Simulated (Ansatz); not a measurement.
## LaSc2Si2: relaxing a made-up structure

Starting from a made-up structure for LaSc2Si2, the aim is the relaxed cell, its shortest contacts and, where a second run follows, its electronic structure.

Method: DFT, r2SCAN, plane-wave PAW, files of the set soft_1, scalar-relativistic, no spin, cell and ions relaxed at zero pressure; PAW set soft_1, in the first sound run; inputs show where later runs differ, in Ansatz 0.2.0.

## (1) Starting point

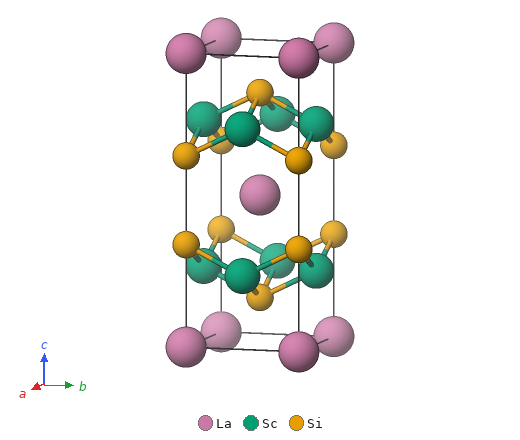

The starting structure, seen slightly off an axis (lanthanum pink, scandium teal, silicon orange). This picture shows the conventional cell, with its axes. Some periodic images of atoms are drawn too.

## (2) Relaxation of the guess

The guessed cell has no reason to be at equilibrium. It is relaxed with the atoms, within the space group of the guess.

The input, input.yaml:

```yaml
crystal:
  lattice:
    - [-2.178, 2.178, 5.4705]
    - [2.178, -2.178, 5.4705]
    - [2.178, 2.178, -5.4705]
  atoms:
    - { symbol: La, position: [0.0, 0.0, 0.0] }
    - { symbol: Sc, position: [0.75, 0.25, 0.5] }
    - { symbol: Sc, position: [0.25, 0.75, 0.5] }
    - { symbol: Si, position: [0.3488, 0.3488, 0.0] }
    - { symbol: Si, position: [0.6512, 0.6512, 0.0] }
kpoints:
  mp_grid: { grid: [9, 9, 9] }
scf:
  occupations: { method: fermi_dirac, width: 0.05 }
hamiltonian:
  xc: r2scan
  pseudopotentials: { kind: paw, azcp: { folder: soft_1 } }
relax:
  f_tol: 0.015
  max_steps: 70
  cell: {}
output:
  forces: true
  stress: true
```

On the command line:

```bash
> ansatz run input.yaml --threads 4 --pin off --max-ram 8192MiB --backend cpu --events-out ev --progress --plain --runs-dir out
```

Numbers of over 12 decimals in the logs are rounded to 6 here.

The program printed:

```text
basis.fft_grid_basis auto: the FFT boxes are laid along the combinations [[1, 0, 1], [0, 1, 1], [0, 0, 1]] of the cell's own vectors, 4.356, 4.356 and 6.278 Å long. The dense box has 32×32×48 points. Along the cell's own vectors, as sized, it would have 48×48×48, 2.25 times as many. Of the 16 symmetry operations that the crystal satisfies within crystal.symmetry.tolerance (time reversal apart; of a slab, those that k [...]
Engine: ansatz 0.2.0, aarch64-unknown-linux-gnu
Pseudopotentials: kind: paw
Pseudopotential: La, paw, valence charge 11, recommended cutoff 500 eV (meta_gga), soft_1/La.paw.azcp
Pseudopotential: Sc, paw, valence charge 11, recommended cutoff 500 eV (meta_gga), soft_1/Sc.paw.azcp
Pseudopotential: Si, paw, valence charge 4, recommended cutoff 500 eV (meta_gga), soft_1/Si.paw.azcp
Functional definition: r2SCAN
  parameter k0 = 0.174
  parameter k1 = 0.065
  parameter a1 = 4.9479
  exchange = r2scan_x(k0 = k0, k1 = k1, a1 = a1)
  correlation = r2scan_c
Crystal: 5 atoms, lattice volume = 103.801 Å³
Basis set: ecut = 500 eV, 2643 PW (Γ), FFT grids on a1+a3, a2+a3, a3, exchange–correlation on 128×128×192 points (64 copies of the dense FFT grid, shifted against one another)
Bands: 26, of which v1, the nominal top of the filled ones, is band 21 counted from 1 (20 counted from 0)
Symmetry: 16 space group operations
Space group: I4/mmm (ITA 139), of the structure as read, at distance tolerance 4.7e-5 Å
k-points: 75 of 729
Non-local potential: La, projectors of the file, l = 0: 3, l = 1: 2, l = 2: 2, l = 3: 3
Non-local potential: Sc, projectors of the file, l = 0: 3, l = 1: 2, l = 2: 3, l = 3: 1
Non-local potential: Si, projectors of the file, l = 0: 2, l = 1: 2, l = 2: 1
PAW form: soft (Blöchl's): semilocal exchange-correlation on the pseudo side does not see the compensation charge
PAW frozen core: La, regenerated for the run's functional (the file was generated under x = pbe(κ = 0.804, μ = 0.219515), c = pbe(β = 0.066725))
PAW frozen core: Sc, regenerated for the run's functional (the file was generated under x = pbe(κ = 0.804, μ = 0.219515), c = pbe(β = 0.066725))
PAW frozen core: Si, regenerated for the run's functional (the file was generated under x = pbe(κ = 0.804, μ = 0.219515), c = pbe(β = 0.066725))
PAW one-centre angular grid: La, 974 points (default); XC on 160 Gauss nodes
PAW one-centre angular grid: Sc, 590 points (default); XC on 224 Gauss nodes
PAW one-centre angular grid: Si, 302 points (default); XC on 160 Gauss nodes
Initial density: superposition of atomic densities (chi_scale 0.1, normalization cell, long waves kept (reshape's long-wave potential 0.00 eV rms))
Initial wavefunctions: pseudopotential atomic-orbital guess
Functional: x = r2scan, c = r2scan; τ floored in thin density (d = 2e-4 eV/Å³)
SCF iter   1: F=—  HF=-11825.954933 eV  |F-HF|=—  |Δ(HF+E_count)|=         —  Δρ=4.51e-2  dr2=7.35e0  dr2_τ=1.27e-1  ethr=3.10e-3  ⟨swp⟩=6.9  Hψ=9225  notcnv=0
preconditioner: auto → Kerker (q_TF=auto, 2.337 Å⁻¹)  [metal: Δε(μ)=0.027 eV  Ē_g=8.294 eV  σ=0.050 eV  W_gap=0.13  n_scr=24 (ndim 8)  ℏωp=17.5 eV  f_vac=0.000  D(μ)=1.91/eV (n_scr^D=10)]
SCF iter   2: F=—  HF=-11825.273499 eV  |F-HF|=—  |Δ(HF+E_count)|=   6.81e-1  Δρ=2.75e-2  dr2=2.54e0  dr2_τ=1.36e-2  ethr=3.10e-3  ⟨swp⟩=3.7  Hψ=4119  notcnv=0
SCF iter   3: F=—  HF=-11824.983055 eV  |F-HF|=—  |Δ(HF+E_count)|=   2.90e-1  Δρ=4.92e-3  dr2=2.81e-2  dr2_τ=1.96e-3  ethr=3.10e-3  ⟨swp⟩=6.1  Hψ=6432  notcnv=0  defer=4
SCF iter   4: F=—  HF=-11824.995106 eV  |F-HF|=—  |Δ(HF+E_count)|=   1.21e-2  Δρ=2.06e-3  dr2=1.08e-2  dr2_τ=1.98e-4  ethr=6.86e-5  ⟨swp⟩=4.9  Hψ=4445  notcnv=0  defer=1
SCF iter   5: F=—  HF=-11824.998252 eV  |F-HF|=—  |Δ(HF+E_count)|=   3.15e-3  Δρ=7.63e-4  dr2=7.94e-4  dr2_τ=1.56e-5  ethr=2.64e-5  ⟨swp⟩=3.6  Hψ=3433  notcnv=0  defer=1
SCF iter   6: F=—  HF=-11824.998941 eV  |F-HF|=—  |Δ(HF+E_count)|=   6.89e-4  Δρ=2.49e-4  dr2=1.97e-4  dr2_τ=2.71e-6  ethr=1.94e-6  ⟨swp⟩=2.2  Hψ=3861  notcnv=0
SCF iter   7: F=—  HF=-11824.998976 eV  |F-HF|=—  |Δ(HF+E_count)|=   3.54e-5  Δρ=9.49e-5  dr2=2.03e-5  dr2_τ=3.89e-7  ethr=4.81e-7  ⟨swp⟩=2.0  Hψ=2789  notcnv=0
SCF iter   8: F=—  HF=-11824.998981 eV  |F-HF|=—  |Δ(HF+E_count)|=   4.53e-6  Δρ=2.46e-5  dr2=9.03e-7  dr2_τ=2.58e-8  ethr=4.95e-8  ⟨swp⟩=2.0  Hψ=2527  notcnv=0
SCF iter   9: F=—  HF=-11824.998982 eV  |F-HF|=—  |Δ(HF+E_count)|=   7.03e-7  Δρ=7.60e-6  dr2=1.73e-7  dr2_τ=1.73e-9  ethr=2.44e-10  ⟨swp⟩=5.1  Hψ=7721  notcnv=0
SCF iter  10: F=-11824.998982 eV  HF=-11824.998982 eV  |F-HF|=2.47e-9  |Δ(HF+E_count)|=   1.84e-8  Δρ=1.49e-6  dr2=2.92e-9  dr2_τ=4.75e-11  ethr=2.44e-10  ⟨swp⟩=4.9  Hψ=6822  notcnv=0
SCF 1 converged in 10 iterations: F = -11824.998982 eV  dr2 = 2.92e-9
  greatest PAW one-centre occupation: 0.998 electrons in one spin orbital (limit 2), on the Sc atom at site 2 (counted from 0), in its partial waves of l = 0
relax step   1: F+E_penalty+E_count = -11824.99898162 eV  Δ(F+E_penalty+E_count) = +0.000e0 eV  max|allowed force component| = 4.200e0 eV/Å  Δτ_max = 0.0000 Å  P = +22.506 GPa  Ω = 103.801 Å³  (10 SCF iters, dr2 threshold 1.00e-7 eV, accepted)
Crystal: 5 atoms, lattice volume = 113.661 Å³
Basis set: ecut = 500 eV, 2873 PW (Γ), FFT grids on a1+a3, a2+a3, a3, exchange–correlation on 128×128×192 points (64 copies of the dense FFT grid, shifted against one another)
Initial density: handed on by an earlier stage of this run
Initial wavefunctions: those handed on with the density
SCF iter   1: F=—  HF=-11827.072454 eV  |F-HF|=—  |Δ(HF+E_count)|=         —  Δρ=2.09e-2  dr2=2.49e0  dr2_τ=2.02e-1  ethr=3.10e-3  ⟨swp⟩=12.9  Hψ=13079  notcnv=0
preconditioner: auto → Kerker (q_TF=auto, 2.302 Å⁻¹)  [metal: Δε(μ)=0.003 eV  Ē_g=4.259 eV  σ=0.050 eV  W_gap=0.02  n_scr=32 (ndim 8)  ℏωp=14.4 eV  f_vac=0.000  D(μ)=5.25/eV (n_scr^D=36)]
SCF iter   2: F=—  HF=-11827.051084 eV  |F-HF|=—  |Δ(HF+E_count)|=   2.14e-2  Δρ=6.65e-3  dr2=1.96e-1  dr2_τ=1.36e-2  ethr=3.10e-3  ⟨swp⟩=3.9  Hψ=3805  notcnv=0
SCF iter   3: F=—  HF=-11827.052916 eV  |F-HF|=—  |Δ(HF+E_count)|=   1.83e-3  Δρ=3.44e-3  dr2=5.31e-2  dr2_τ=5.38e-4  ethr=4.79e-4  ⟨swp⟩=3.5  Hψ=2910  notcnv=0
SCF iter   4: F=—  HF=-11827.047681 eV  |F-HF|=—  |Δ(HF+E_count)|=   5.23e-3  Δρ=8.29e-4  dr2=8.03e-4  dr2_τ=1.10e-5  ethr=1.29e-4  ⟨swp⟩=3.1  Hψ=3166  notcnv=0
SCF iter   5: F=—  HF=-11827.048136 eV  |F-HF|=—  |Δ(HF+E_count)|=   4.55e-4  Δρ=2.05e-4  dr2=8.14e-5  dr2_τ=1.51e-6  ethr=1.96e-6  ⟨swp⟩=2.1  Hψ=3742  notcnv=0
SCF iter   6: F=—  HF=-11827.048172 eV  |F-HF|=—  |Δ(HF+E_count)|=   3.52e-5  Δρ=4.42e-5  dr2=2.39e-6  dr2_τ=1.14e-7  ethr=1.98e-7  ⟨swp⟩=2.0  Hψ=2623  notcnv=0
[...]
preconditioner: auto → Kerker (q_TF=auto, 2.299 Å⁻¹)  [metal: Δε(μ)=0.001 eV  Ē_g=4.509 eV  σ=0.050 eV  W_gap=0.01  n_scr=32 (ndim 8)  ℏωp=14.3 eV  f_vac=0.000  D(μ)=4.81/eV (n_scr^D=32)]
SCF iter   2: F=—  HF=-11827.722896 eV  |F-HF|=—  |Δ(HF+E_count)|=   1.44e-1  Δρ=6.13e-3  dr2=1.69e-1  dr2_τ=5.60e-3  ethr=3.10e-3  ⟨swp⟩=3.6  Hψ=3410  notcnv=0
SCF iter   3: F=—  HF=-11827.717297 eV  |F-HF|=—  |Δ(HF+E_count)|=   5.60e-3  Δρ=2.76e-3  dr2=2.89e-2  dr2_τ=3.80e-4  ethr=4.13e-4  ⟨swp⟩=3.9  Hψ=3152  notcnv=0  defer=1
SCF iter   4: F=—  HF=-11827.716391 eV  |F-HF|=—  |Δ(HF+E_count)|=   9.07e-4  Δρ=7.06e-4  dr2=5.55e-4  dr2_τ=7.40e-6  ethr=7.05e-5  ⟨swp⟩=3.3  Hψ=3182  notcnv=0  defer=1
SCF iter   5: F=—  HF=-11827.716800 eV  |F-HF|=—  |Δ(HF+E_count)|=   4.09e-4  Δρ=2.07e-4  dr2=8.39e-5  dr2_τ=3.05e-6  ethr=1.35e-6  ⟨swp⟩=2.1  Hψ=3424  notcnv=0  defer=1
SCF iter   6: F=—  HF=-11827.716805 eV  |F-HF|=—  |Δ(HF+E_count)|=   5.13e-6  Δρ=4.85e-5  dr2=3.62e-6  dr2_τ=9.35e-8  ethr=2.05e-7  ⟨swp⟩=2.2  Hψ=3090  notcnv=0
SCF iter   7: F=-11827.716807 eV  HF=-11827.716807 eV  |F-HF|=9.48e-8  |Δ(HF+E_count)|=   2.31e-6  Δρ=1.37e-5  dr2=3.52e-7  dr2_τ=1.50e-8  ethr=1.22e-9  ⟨swp⟩=5.2  Hψ=8056  notcnv=0
SCF 3 converged in 7 iterations: F = -11827.716807 eV  dr2 = 3.52e-7
relax step   3: F+E_penalty+E_count = -11827.71680727 eV  Δ(F+E_penalty+E_count) = -6.686e-1 eV  max|allowed force component| = 9.806e-1 eV/Å  Δτ_max = 0.1948 Å  P = +1.086 GPa  Ω = 114.533 Å³  energy of the carried Pulay correction = -2.098e-3 eV  (7 SCF iters, dr2 threshold 5.00e-7 eV, accepted)
[...]
relax step   4: F+E_penalty+E_count = -11827.85371272 eV  Δ(F+E_penalty+E_count) = -1.369e-1 eV  max|allowed force component| = 1.396e0 eV/Å  Δτ_max = 0.1969 Å  P = +0.147 GPa  Ω = 113.707 Å³  energy of the carried Pulay correction = -1.944e-3 eV  (7 SCF iters, dr2 threshold 5.00e-7 eV, accepted)
[...]
relax step   5: F+E_penalty+E_count = -11827.95447183 eV  Δ(F+E_penalty+E_count) = -1.008e-1 eV  max|allowed force component| = 2.027e-1 eV/Å  Δτ_max = 0.0852 Å  P = +0.033 GPa  Ω = 113.868 Å³  energy of the carried Pulay correction = -1.974e-3 eV  (7 SCF iters, dr2 threshold 5.00e-7 eV, accepted)
[...]
relax step   6: F+E_penalty+E_count = -11827.97002307 eV  Δ(F+E_penalty+E_count) = -1.555e-2 eV  max|allowed force component| = 2.184e-2 eV/Å  Δτ_max = 0.0119 Å  P = +0.170 GPa  Ω = 113.612 Å³  energy of the carried Pulay correction = -1.926e-3 eV  (6 SCF iters, dr2 threshold 5.00e-7 eV, accepted)
[...]
relax step   7: F+E_penalty+E_count = -11827.97024340 eV  Δ(F+E_penalty+E_count) = -2.203e-4 eV  max|allowed force component| = 1.876e-3 eV/Å  Δτ_max = 0.0009 Å  P = -0.004 GPa  Ω = 113.859 Å³  energy of the carried Pulay correction = -1.973e-3 eV  (5 SCF iters, dr2 threshold 1.58e-7 eV, accepted)
Basis set: ecut = 500 eV, 2845 PW (Γ), FFT grids on a1+a3, a2+a3, a3, exchange–correlation on 128×128×200 points (64 copies of the dense FFT grid, shifted against one another)
Initial wavefunctions: pseudopotential atomic-orbital guess (no wavefunctions were taken with the density)
iter 1 solved again at ethr=2.88e-7 eV; its pass at ethr=3.10e-3 eV (dr2=1.18e-4 eV) is discarded
SCF iter   1: F=—  HF=-11827.972639 eV  |F-HF|=—  |Δ(HF+E_count)|=         —  Δρ=1.70e-4  dr2=3.25e-6  dr2_τ=2.18e-5  ethr=2.88e-7  ⟨swp⟩=3.4  Hψ=15035  notcnv=0
preconditioner: auto → Kerker (q_TF=auto, 2.301 Å⁻¹)  [metal: Δε(μ)=0.003 eV  Ē_g=4.582 eV  σ=0.050 eV  W_gap=0.01  n_scr=32 (ndim 8)  ℏωp=14.3 eV  f_vac=0.000  D(μ)=4.77/eV (n_scr^D=32)]
SCF iter   2: F=—  HF=-11827.972703 eV  |F-HF|=—  |Δ(HF+E_count)|=   6.38e-5  Δρ=9.02e-5  dr2=9.83e-7  dr2_τ=1.67e-6  ethr=7.92e-9  ⟨swp⟩=2.0  Hψ=3367  notcnv=0
SCF iter   3: F=—  HF=-11827.972728 eV  |F-HF|=—  |Δ(HF+E_count)|=   2.49e-5  Δρ=5.48e-6  dr2=1.64e-8  dr2_τ=6.56e-9  ethr=2.40e-9  ⟨swp⟩=2.0  Hψ=3525  notcnv=0
SCF iter   4: F=—  HF=-11827.972728 eV  |F-HF|=—  |Δ(HF+E_count)|=   4.35e-8  Δρ=1.69e-6  dr2=5.44e-9  dr2_τ=3.18e-10  ethr=3.99e-11  ⟨swp⟩=2.0  Hψ=3582  notcnv=0
SCF iter   5: F=—  HF=-11827.972728 eV  |F-HF|=—  |Δ(HF+E_count)|=  9.37e-10  Δρ=6.11e-7  dr2=3.82e-10  dr2_τ=2.45e-11  ethr=1.33e-11  ⟨swp⟩=2.0  Hψ=2433  notcnv=0
SCF iter   6: F=—  HF=-11827.972728 eV  |F-HF|=—  |Δ(HF+E_count)|=  3.37e-10  Δρ=2.65e-7  dr2=1.01e-10  dr2_τ=2.90e-12  ethr=1.00e-12  ⟨swp⟩=5.0  Hψ=7348  notcnv=0
SCF iter   7: F=-11827.972728 eV  HF=-11827.972728 eV  |F-HF|=5.46e-12  |Δ(HF+E_count)|=  5.09e-11  Δρ=4.77e-8  dr2=2.61e-12  dr2_τ=9.49e-14  ethr=1.00e-12  ⟨swp⟩=4.9  Hψ=6961  notcnv=0
SCF 8 converged in 7 iterations: F = -11827.972728 eV  dr2 = 2.61e-12
relax step   8: F+E_penalty+E_count = -11827.97272790 eV  Δ(F+E_penalty+E_count) = -2.485e-3 eV  max|allowed force component| = 1.328e-3 eV/Å  Δτ_max = 0.0000 Å  P = +0.002 GPa  Ω = 113.859 Å³  stress off target by 4.61e-3 GPa  SCF on the basis re-selected at this cell (its energy is not comparable with the rows above)  (7 SCF iters)
basis re-selected at this cell: Δ(F+E_penalty+E_count) = -2.485e-3 eV, ΔP = +0.005 GPa vs the last step (what re-selecting the basis moved, of the pressure what is left beyond the Pulay correction that the steps carried, after the strain that the cell walked since its last selection, with what the two solves' SCF thresholds leave and, on support functions, any second-order correction that the steps lacked; it is no measure of the basis error at this ecutwfc). The dense FFT grid was sized anew with the basis: this SCF ran on 32×32×50 points, the steps before it on 32×32×48, so part of this shift can come from that change (see relax.cell in the input reference). [rest of the remark cut]
SCF converged after 7 iterations
Free energy (F): -11827.972728 eV
Harris-Foulkes:  -11827.972728 eV  (|F-HF|=5.46e-12)
Internal energy: -11827.934967 eV  (E = F + TS)
E sigma→0 (E₀):  -11827.953847 eV
Entropy (-TS):   -0.037761 eV (-7.552 meV/atom)
Fermi energy:    10.071017 eV
--- Per-component energies (eV) ---
  E_band       = -371.307989
  E_kinetic    = 680.419924
  E_local      = -2210.794214  (includes V_loc(G=0)·N_el)
  E_nonlocal   = 413.948557
  E_hartree    = 821.320589
  E_xc         = -403.871959
  E_vxc        = -487.489088  (∫ρ·V_xc dr)
  E_paw        = -8474.172710  (= ΣΔE_a)
  E_vpaw       = -436.399129  (= ΣTr[D̂ρ^β])
  E_aug_tail   = 0.000066  (compensation charges beyond the density's cutoff)
  E_vtau       = 26.364725  (kinetic-family band-sum trace: ∫τ·v_τ [+ j·A + Jᵃ·Aᵃ] dr)
  E_ewald      = -2654.223594
  E_core_change = -0.561626  (= ΣΔE_core)
  E_smearing   = -0.037761  (= −TS)
  E_closure    = 0.000000  (closes the sum)
  Σ components = -11827.972728   (vs F -11827.972728, Δ=0.00e0)
--- Forces (eV/Å), atoms counted from 1 ---
  atom   1  La    -0.00000000     0.00000000     0.00000000
  atom   2  Sc     0.00000000    -0.00000000     0.00000000
  atom   3  Sc     0.00000000    -0.00000000     0.00000000
  atom   4  Si     0.00000000     0.00000000    -0.00132752
  atom   5  Si    -0.00000000     0.00000000     0.00132752
  max |Σ_I F_I| component: 1.56e-17 eV/Å
--- Stress (GPa, compression-positive) ---
        0.004615      -0.000000       0.000000
       -0.000000       0.004615      -0.000000
        0.000000       0.000000      -0.004277
  P = ⅓ Tr σ = 0.0017 GPa (0.017 kbar)
--- Relaxed structure (7 steps of the walk, 7 accepted, 1 SCFs on fresh bases) ---
  F+E_penalty+E_count = -11827.97272790 eV   max|allowed force component| = 1.328e-3 eV/Å   (the final SCF, on the basis selected at the relaxed cell)
  cell:  # Å, volume = 113.8590 Å³
    - [-2.186720, 2.186720, 5.952793]
    - [2.186720, -2.186720, 5.952793]
    - [2.186720, 2.186720, -5.952793]
  atoms:
    - { symbol: La, position: [-1.0147363354585107e-18, -1.0147363354585107e-18, 0] }
    - { symbol: Sc, position: [0.75, 0.25, 0.5] }
    - { symbol: Sc, position: [0.25, 0.75, 0.5] }
    - { symbol: Si, position: [0.395952, 0.395952, 0] }
    - { symbol: Si, position: [0.604048, 0.604048, 0] }
```

Wall time 57 s (4 threads of Arm Neoverse V1, shared host); peak memory 0.8 GiB.

Relaxation path:

```
step  energy less that of the first step (eV)  largest force component (eV/Å)  pressure (GPa)  volume (Å³)
   1                                   0.0000                          4.1997           22.51       103.80
   2                                  -2.0492                          1.9659            5.27       113.66
   3                                  -2.7178                          0.9806            1.09       114.53
   4                                  -2.8547                          1.3956            0.15       113.71
   5                                  -2.9555                          0.2027            0.03       113.87
   6                                  -2.9710                          0.0218            0.17       113.61
   7                                  -2.9713                          0.0019            0.00       113.86
  8*                                  -2.9737                          0.0013            0.00       113.86
```

Relaxation steps marked * repeat the geometry before them on a plane-wave basis chosen anew for their cell, so energy and pressure can jump there.

The run keeps the 16 symmetry operations that it works with, so distortions that break them were not tested.

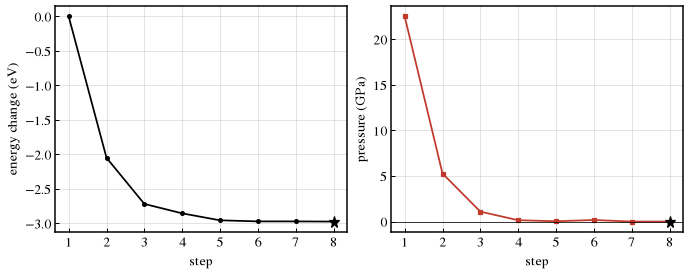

Energy and pressure along the relaxation. Stars mark steps on a basis chosen anew.

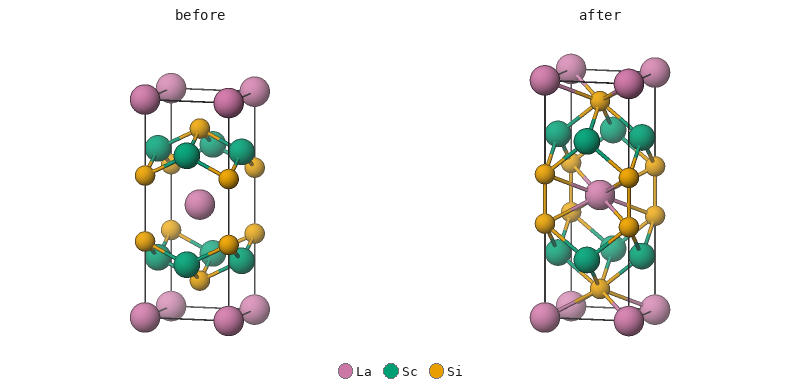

Before and after, at one scale.

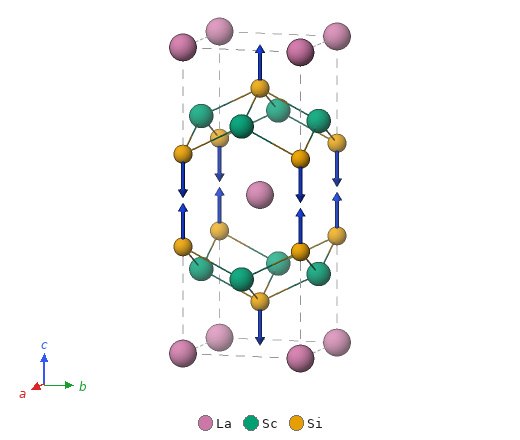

Displacements in the relaxation, exaggerated, measured against the changing cell; the longest in the cell stands for 0.56 Å. Some periodic images of atoms are drawn too.

```
conventional cell, symmetrised  before   after  change
                         a (Å)   4.356   4.373  +0.4 %
                         b (Å)   4.356   4.373  +0.4 %
                         c (Å)  10.941  11.906  +8.8 %
              volume (Å³/atom)   20.76   22.77  +9.7 %
```

The atoms that moved most (Å, as changes of fractional coordinates times the final cell):

```
atom     dx     dy      dz  length
 Si4  0.000  0.000   0.561   0.561
 Si5  0.000  0.000  -0.561   0.561
```

Final coordinates:

```xyz
5
Lattice="-2.1867 2.1867 5.9528 2.1867 -2.1867 5.9528 2.1867 2.1867 -5.9528" Properties=species:S:1:pos:R:3 pbc="T T T"
La    0.0000    0.0000    0.0000
Sc    0.0000    2.1867    2.9764
Sc    2.1867    0.0000    2.9764
Si    0.0000    0.0000    4.7140
Si    0.0000    0.0000    7.1915
```

This step gave:

* free energy: -11827.9727 eV
* energy at zero smearing: -11827.9538 eV
* smearing term TS: 0.03776 eV
* Fermi energy: 10.07 eV
* electrons: 41
* symmetry operations: 16
* pressure: 0.001651 GPa

The shortest distance of each pair, which need not be the same contact before and after:

```
 pair  guess (Å)  relaxed (Å)
Si–Si      3.309        2.478
Sc–Si      2.431        2.793
Sc–Sc      3.080        3.092
La–Si      3.496        3.331
La–Sc      3.496        3.693
```

The relaxation ends with a largest force component of 0.0013 eV/Å and a pressure of 0.00 GPa.

(Continued in part 2 of 2.)

[Logs are printed without paths, hosts, clocks, repeated set-up lines and the standing remarks that a program may print on its own settings, such as how far it seeks lower states.]

[Hosts, paths, dates, database ids (printed as entryN), source tags and the programs' standing remarks are cut or masked in the printed files.]
